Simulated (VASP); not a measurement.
Band structure of CdO (rock salt). Calculation: PBE GGA with D4 dispersion, VASP's PBE PAW potentials (set 64) (plane waves; VASP).

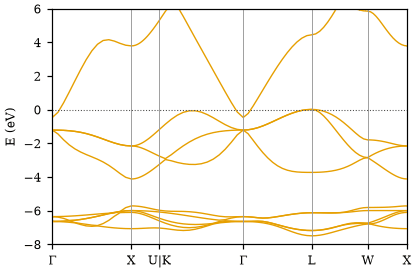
Figure. Bands along high-symmetry lines, zero at the valence-band maximum or, without a gap, the Fermi level

Question: Read the plot: is there a gap, and where are the band edges?

Answer: It has no gap at this level: it comes out as a metal or semimetal. (Edges off the drawn lines would not show.)

The compound is CdO in the rock salt structure. It was relaxed first.
